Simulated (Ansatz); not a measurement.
FH₄O₄Ta

```xyz
10

F    -0.9895    1.4903   -0.1718
O    -1.3210   -0.9645   -1.0156
O     1.1446   -1.6586    0.0514
O    -0.0453    0.1023    1.8363
O     1.4121    0.8874   -1.0199
Ta    0.0959   -0.1105   -0.0580
H    -2.1117   -0.4856   -1.2872
H     1.6786   -2.4489    0.1061
H    -0.5378    0.8302    2.2311
H     1.2604    1.7988   -1.2931
```

Geometry: PBE0-D4/def2-SVP; core potentials replace the inner electrons of Ta.

Level of theory: Ansatz 0.2.0, isolated molecule in a Gaussian basis; Kohn-Sham density functional theory, functional PBE0.

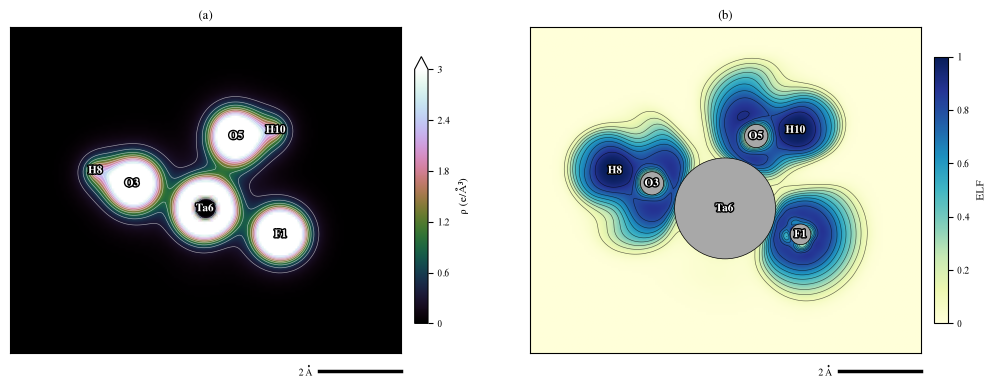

Figure 1. (a) electron density; (b) electron localisation function on the plane of atoms F1, Ta6 and H10. Grey discs cover the atomic cores in the ELF map.

Question: Interpret the plot.

Answer: Atoms in the plane: F, O, Ta and H. Ta6···H10 (2.55 Å): the density falls to about 0.82 e/Å³ on the way; the ELF climbs to about 0.95 towards the hydrogen. Ta–O (1.87 Å): ρ is about 1 e/Å³ halfway; the ELF peaks at about 0.80 in the valence shell of O, 0.5 Å from its nucleus, and drops to about 0.20 between the two atoms. Ta–F (1.94 Å): the density is about 0.86 e/Å³ at the midpoint; the ELF peaks at about 0.85 in the valence shell of F, 0.6 Å from its nucleus, and drops to about 0.15 between the two atoms. O–H (0.96 Å): the density is about 3.8 e/Å³ at the midpoint; the ELF climbs to about 1 towards the hydrogen; a covalent bond by its length.

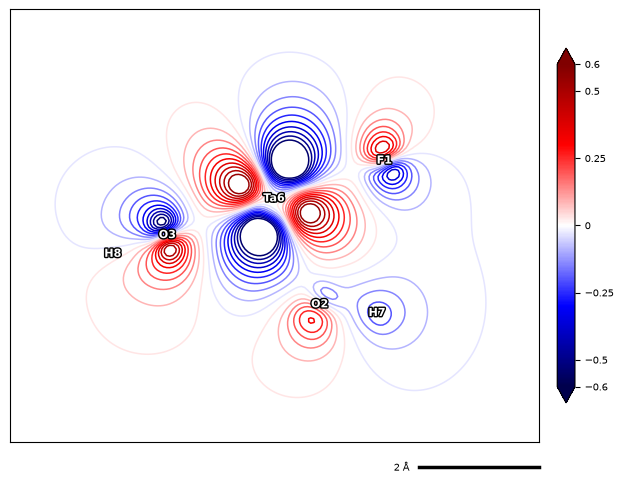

Figure 2. The LUMO on the plane of atoms O3, Ta6 and H7 (values in Å⁻³ᐟ²; the overall sign is arbitrary).

Question: Where does this orbital lie, and at what energy?

Answer: It lies mainly on Ta6 (about 65 %) and O3 (about 10 %). It is one of a degenerate set, so its orientation is arbitrary. Its energy is −1.23 eV.
